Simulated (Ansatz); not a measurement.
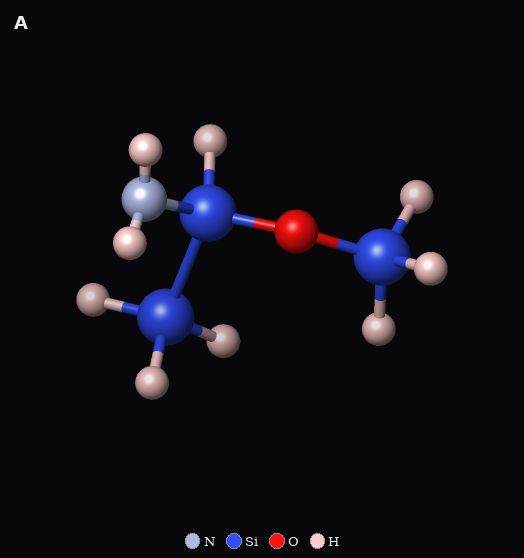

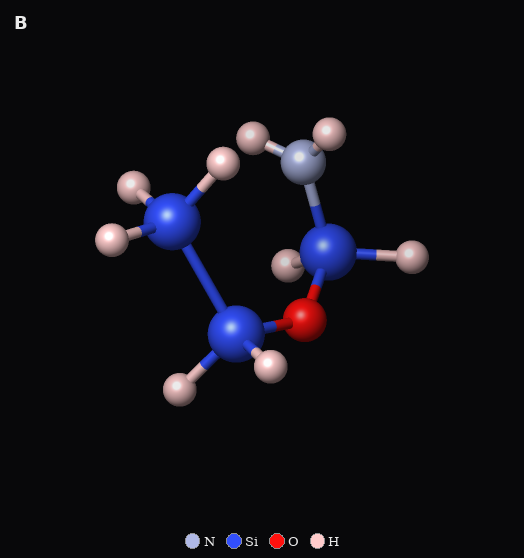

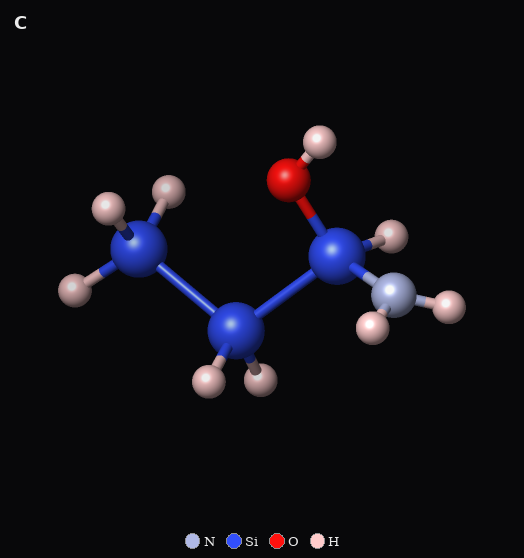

3 stationary structures of one formula. Geometries: PBE-D4/def2-SVP. Electronic energies: PBE-D4/def2-SVP (Ansatz 0.2.0), without zero-point energy. No frequency run is at hand to confirm each as a minimum. Each is one conformer, not always the lowest.

Question: Are they conformers, stereoisomers or constitutional isomers?

Answer: They are constitutional isomers of H9NOSi3: A `N[Si@H]([SiH3])O[SiH3]`, B `N[SiH2]O[SiH2][SiH3]`, C `N[Si@H](O)[SiH2][SiH3]`.

Question: Rank them by energy, lowest first.

Answer: B is lowest; A lies 9.8 kJ/mol above it, C lies 77.5 kJ/mol above it.
